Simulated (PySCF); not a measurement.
```xyz
13

C     1.4694    0.4211    0.7416
C     0.9550   -0.4790   -0.3416
O     1.6091   -1.3821   -0.7931
C    -0.4312   -0.2098   -0.9175
C    -1.5394   -0.0291    0.0867
F    -1.5841   -1.0421    0.9624
F    -2.7284    0.0239   -0.5244
F    -1.4135    1.1019    0.7977
H     0.9191    0.2312    1.6675
H     1.3079    1.4718    0.4920
H     2.5265    0.2219    0.9035
H    -0.6909   -1.0473   -1.5640
H    -0.3946    0.6995   -1.5247
```

Geometry: PBE0-D3(BJ)/def2-TZVP.

The calculation used PySCF 2.14.0, PBE0/pcSseg-2, SCF density, gas phase, non-relativistic.

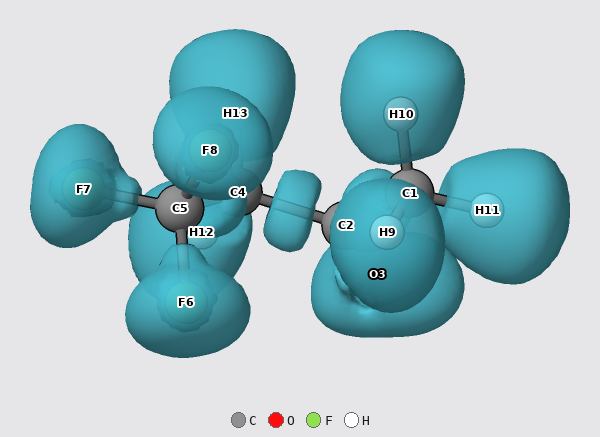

C$_{4}$H$_{5}$F$_{3}$O (SMILES CC(=O)CC(F)(F)F). Isosurface of the electron localisation function at 0.75 (cyan), seen from one side. Core shells and regions of very low density are left out.

**Describe the localisation domains.**

At this value the surface marks out three regions between bonded C–C atoms (shared pairs), five regions around hydrogen nuclei, three regions on F in which the atom's valence shell and bonds are merged and one region on O in which the atom's valence shell and bonds are merged. Along the contacts the grid gives the following. C–O (1.20 Å): the ELF peaks at about 0.85 between the atoms: a short, multiple covalent bond. C–F (1.34 Å): the ELF peaks at about 0.85 between the atoms: a polar covalent bond.
